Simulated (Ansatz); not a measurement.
Input

```
crystal:
  periodic: [false, false, false]
  atoms:
    - {symbol: C, position_ang: [-0.998129, 0.618653, 0.982300]}
    - {symbol: C, position_ang: [0.375890, 0.246582, 0.456539]}
    - {symbol: N, position_ang: [0.305314, -1.002526, -0.272905]}
    - {symbol: C, position_ang: [0.694972, -1.097077, -1.444692]}
    - {symbol: F, position_ang: [1.229349, -0.094699, -2.173737]}
    - {symbol: H, position_ang: [-0.937954, 1.518573, 1.597940]}
    - {symbol: H, position_ang: [-1.689112, 0.813911, 0.159509]}
    - {symbol: H, position_ang: [-1.410528, -0.191313, 1.586362]}
    - {symbol: H, position_ang: [1.052538, 0.079798, 1.300546]}
    - {symbol: H, position_ang: [0.791458, 1.063020, -0.142492]}
    - {symbol: H, position_ang: [0.651404, -2.011920, -2.028670]}
basis:
  gaussian: {orbitals: def2-TZVPP}
hamiltonian: {xc: pbe0, dispersion: d4}
output: {orbitals: {seedname: orbitals}}
```

Launched as:

```sh
ansatz run in.yaml --threads 4 --pin off --events-out ev --progress --plain --max-ram 10444MiB
```

Geometry: PBE0-D4/def2-TZVP.

Level of theory: Ansatz, RKS PBE0-D4/def2-TZVPP.

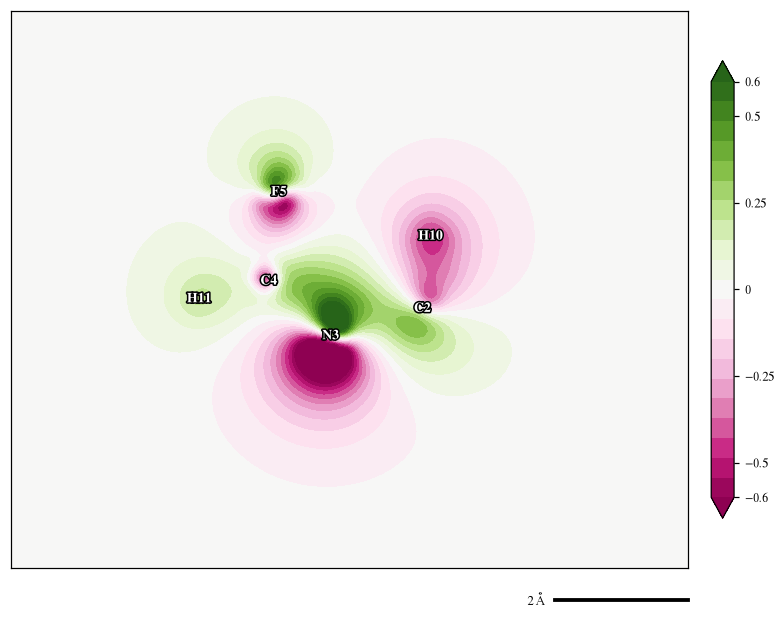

C₃H₆FN (SMILES CCN=CF). The HOMO on the plane of atoms C2, N3 and C4 (values in Å⁻³ᐟ²; the overall sign is arbitrary).

Question: Where does this orbital lie, and at what energy?

Answer: It lies mainly on N3 (about 60 %), C2 (about 10 %), C4 (about 10 %) and H10 (about 10 %). Its energy is −7.99 eV.
